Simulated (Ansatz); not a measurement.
CuI (wurtzite)

```xyz
4
Lattice="4.1865 0.0000 0.0000 -2.0933 3.6256 0.0000 0.0000 0.0000 6.8972" Properties=species:S:1:pos:R:3 pbc="T T T"
Cu     2.0933     1.2085     6.0262
Cu     0.0000     2.4171     2.5776
I      2.0933     1.2085     3.4575
I      0.0000     2.4171     0.0089
```

Equation-of-state scan: isotropic scaling of the cell above, V₀ being its volume. The atoms relax within the cell's symmetry.

Calculation: PBEsol (plane waves to 420 eV, PAW, scalar-relativistic; Ansatz, a first-principles code). k mesh 9×9×5 (Γ-centred), Fermi-Dirac smearing 0.05 eV. Energies are smeared free energies. Compression counts positive. With the shape held, the modulus is that of even scaling; a crystal free to change shape is softer. CuI is run without spin polarisation. CuI was relaxed with its symmetry unable to fall. Spin-orbit coupling is left out, though I is heavy. The PAW data are Ansatz's earlier set. This is one of several known forms of CuI; the measured ambient cells at hand have space group No. 156 or 216. ΔE is measured from the relaxed starting cell.

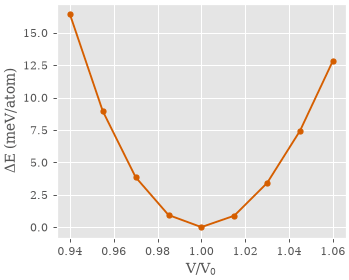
Figure. ΔE (meV/atom) against V/V₀; computed points joined by lines.

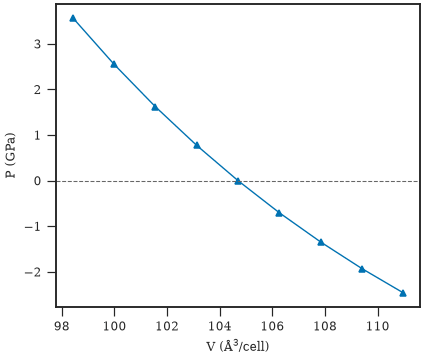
*P (GPa) against V (Å³/cell); markers are the computed points, lines only join them.*

The pressure derivative B₀′ (fit) comes out as 5.2 and the bulk modulus at fixed cell shape B₀ (third-order Birch-Murnaghan fit) is 49.2 GPa. The energy cost of the largest expansion comes out as 12.8 meV/atom and the pressure for 5 % compression (fit) is 2.9 GPa. The energy cost of the largest compression is 16.4 meV/atom.

P = (3B₀/2)(x⁷ − x⁵)[1 + ¾(B₀′ − 4)(x² − 1)] with x = (1/0.95)^(1/3), B₀ = 49.2 GPa and B₀′ = 5.18.

(Under strain, the slope of the energy per volume gives the stress and its curvature an elastic modulus.)
